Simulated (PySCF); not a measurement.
# C₄H₉AlClN: what the fields show

Input file:

```
{"job": {"kind": "uv", "xc": "CAM-B3LYP", "basis": "def2-SVPD", "nstates": 8, "ntriplets": 3}, "charge": 0, "multiplicity": 1}
C      2.355065     0.764620    -1.229141
C      2.041633    -0.685722    -0.839515
C      0.803725    -0.725863    -0.131346
N     -0.197556    -0.718558     0.428645
Al    -1.463197     0.470146     1.411069
C     -3.212951    -0.497588     1.046533
Cl    -2.900517     0.039316    -0.649627
H      2.415730     1.390992    -0.342721
H      3.305363     0.802411    -1.754606
H      1.576445     1.160065    -1.876206
H      1.960815    -1.316101    -1.729875
H      2.826636    -1.090777    -0.194221
H     -0.870120     0.278564     2.828734
H     -1.141008     1.835565     0.721879
H     -3.303975    -1.586216     0.998424
H     -4.203687    -0.111911     1.300564
```

Run with:

```sh
OMP_NUM_THREADS=1 python probes_run.py task.json out
```

Geometry: GFN2-xTB.

All numbers below come from CAM-B3LYP/def2-SVPD, SCF density, gas phase in PySCF 2.14.0.

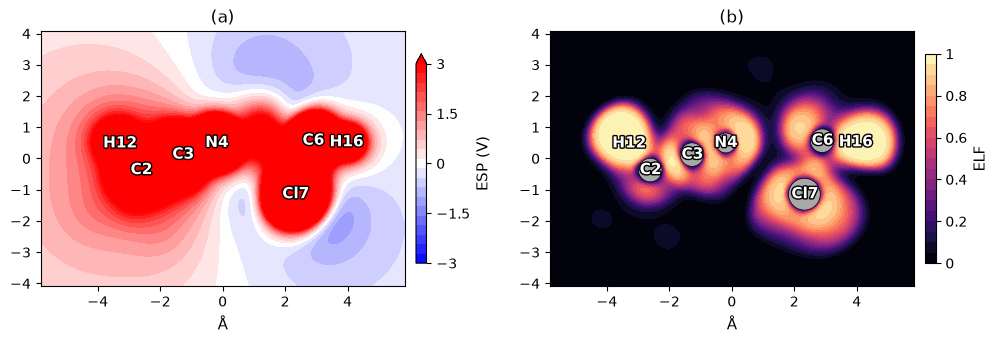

Figure 1. (a) molecular electrostatic potential; (b) ELF on the plane of atoms C3, C2 and H12. Grey discs cover the atomic cores in the ELF map.

What do the fields say about this system?

Atoms in the plane: C, N, Cl and H.
C–N (1.15 Å): the ELF peaks at about 0.85 between the atoms (a multiple bond).
C–C (1.43 Å): the ELF peaks at about 0.95 between the atoms, as expected for localised, covalent bonding.
C–Cl (1.81 Å): the ELF peaks at about 0.85 between the atoms, as expected for a covalent bond.
C–H (1.09 Å): the ELF climbs to about 1 towards the hydrogen, as it does in any bond to H: a covalent bond by its length.
The ELF also peaks beside Cl7, away from the bonds: lone-pair regions.
Outside the dense part of the molecule the potential is most negative (−1.1 V) near Cl7.

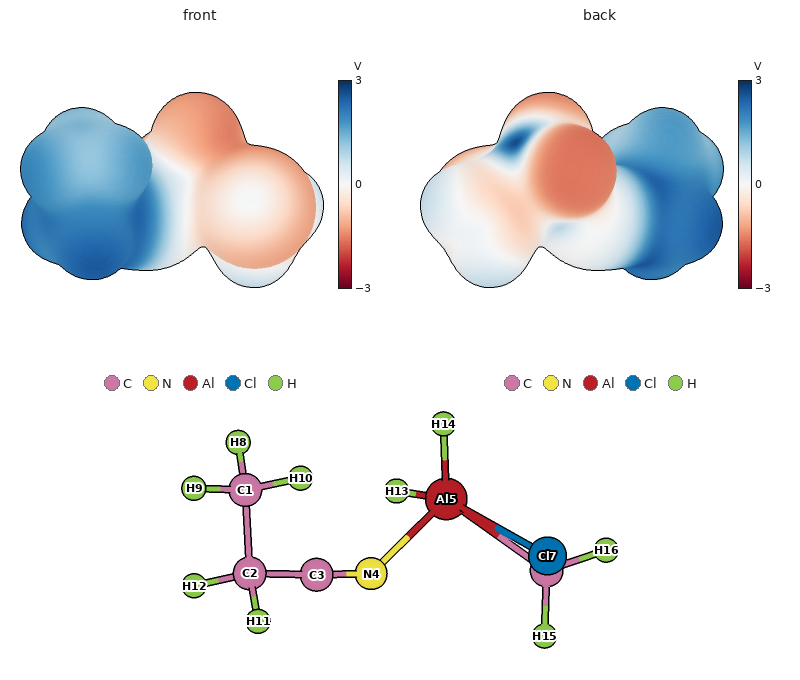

Figure 2. The molecular electrostatic potential painted on the density surface at 0.004 e/bohr³, seen from the front and from behind; the colour scale runs from red (negative) to blue (positive). The bare structure is drawn below in the same view.

Where is the surface potential most negative and most positive?

The most negative region (about −1.6 V) lies over H13, the most positive (about +2.5 V) over the Al, C and H atoms.

How polar is the molecule by this calculation?

Its dipole moment is 7.26 D.
